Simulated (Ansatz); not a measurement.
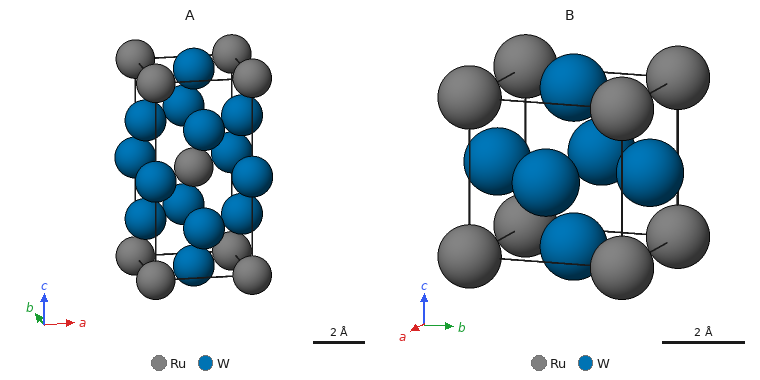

Two structures of RuW3, each relaxed to rest (conventional cells in solid outline, small ones repeated, not to one scale). Method: DFT PBE, scalar-relativistic, plane waves, PAW in Ansatz, without spin polarisation.

Identify the two structures.

A: 8 atoms a cell on a body-centred tetragonal lattice, I4/mmm. B: Cu₃Au (L1₂) type, Pm-3m.

Which is the more stable form at this level of theory?

B is lower, by 20 meV/atom at this level of theory (energies at zero smearing). Volumes: A 15.7, B 15.7 Å³/atom.

One or both may be structure types tried for this composition rather than known phases.
